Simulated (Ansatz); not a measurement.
1T (CdI2-type) MnI2, treated with PBEsol-D3(BJ) in Ansatz (PAW).

Numerical settings: plane-wave cutoff 520 eV, 12×12×6 k mesh (along the axes of the cell as run), Fermi–Dirac smearing 0.01 eV, spin-polarised with parallel moments, scalar-relativistic PAW data made under PBE.

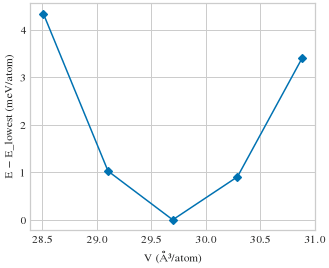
Total energy against volume

### Question
From the curve, estimate the equilibrium volume and the bulk modulus.

### Answer
V0 ≈ 29.7 Å³/atom and B0 ≈ 26 GPa; the fit gives V0 = 29.697 Å³/atom, B0 = 25.9 GPa, B′ = 8.0.

Shape and atoms are relaxed at each volume.

Note: the magnetic order was assumed, not searched for or taken from measurement; the volume lies 13 % below that of the published cell; the bulk modulus comes from volumes at which shape and atoms were relaxed.

Spin–orbit coupling is not included.

Computed values are for the static lattice.

Computing time: about 20 core-minutes (a rough figure).

Ansatz is a program for electronic structure.
